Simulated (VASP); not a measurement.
Band structure of Ru (hcp). All values below come from rev-vdW-DF2, VASP's PBE PAW potentials (set 64) (plane waves; VASP).

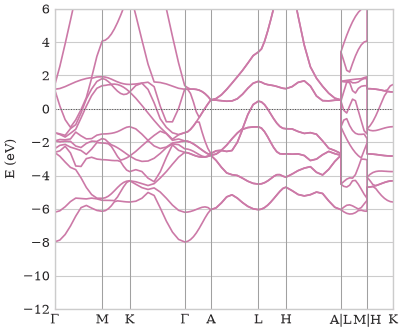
Figure. Bands along high-symmetry lines, zero at the valence-band maximum or, without a gap, the Fermi level

Read the plot: is there a gap, and where are the band edges?

It has no gap at this level: it comes out as a metal or semimetal. (Edges off the drawn lines would not show.)

The compound is Ru in the hcp structure. It was relaxed first.
